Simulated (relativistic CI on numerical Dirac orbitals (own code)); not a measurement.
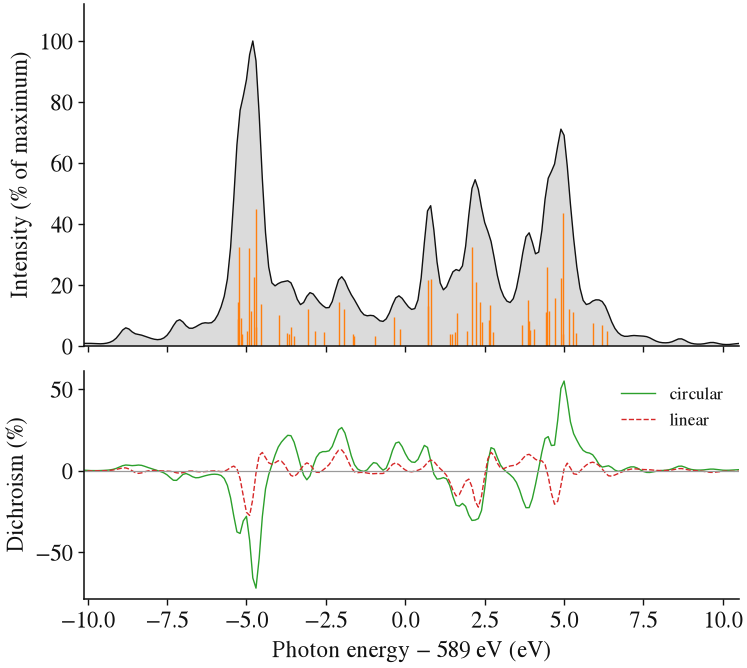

L₂,₃ X-ray absorption of Cr⁴⁺, [Ar] 3d², in a field of Td symmetry with 10Dq = −7,400 cm⁻¹. Sticks are the strongest transitions, on a scale of their own. Multiplet model: relativistic Dirac–Coulomb–Breit theory, one configuration a step, Slater integrals scaled by 1, 300 K, Voigt broadening (Lorentzian 0.24 eV, Gaussian 0.3 eV full widths), computed with a radial Dirac CI code. Dichroism is for the ground state at zero temperature, magnetised by an exchange field of 10 meV on Sz (linear: z less the mean of x and y).

### What does the spectrum show?

The main maxima lie at 581.9 eV (9), 584.2 eV (100), 585.3 eV (21), 586.0 eV (18), 587.0 eV (23), 588.8 eV (16), 589.8 eV (46), 591.2 eV (55), 592.9 eV (37), 593.9 eV (71) and 595.0 eV (15), heights in % of the largest; the centroid is at 588.9 eV. The ground state has S = 1.00. The circular dichroism (Δm = −1 less Δm = +1) is largest at 584.3 eV, −72 % of the isotropic maximum. The magnetised ground state has ⟨Lz⟩ = 0.17 and ⟨Sz⟩ = −1.00.

Known limits: free-ion energies, so absolute edge positions are off by a few eV from solids.
